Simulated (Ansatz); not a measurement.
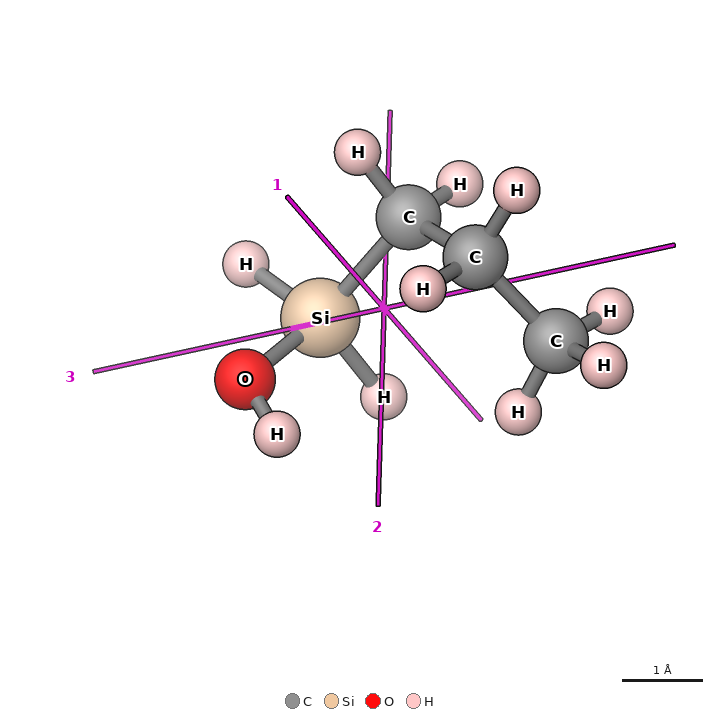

The three principal axes of inertia are drawn and numbered. Depth is shown by fading: the farther an atom, the more it takes the colour of the background. The geometry was computed by an optimisation with PBE0-D4/def2-TZVP. No frequency run is at hand to confirm it as a minimum. Masses are those of the most abundant isotopes; constants are for the rigid equilibrium geometry.

Q: Which line is the a axis (least moment of inertia), which b and which c?

A: a is line 3, b is line 2, c is line 1; the moments are 80.5, 229, 249 u Å².

Q: What kind of rotor is it, and what are its rotational constants in GHz?

A: An asymmetric top (C1): A = 6.28, B = 2.20, C = 2.03 GHz. Ray's parameter κ is −0.92, close to the prolate limit.
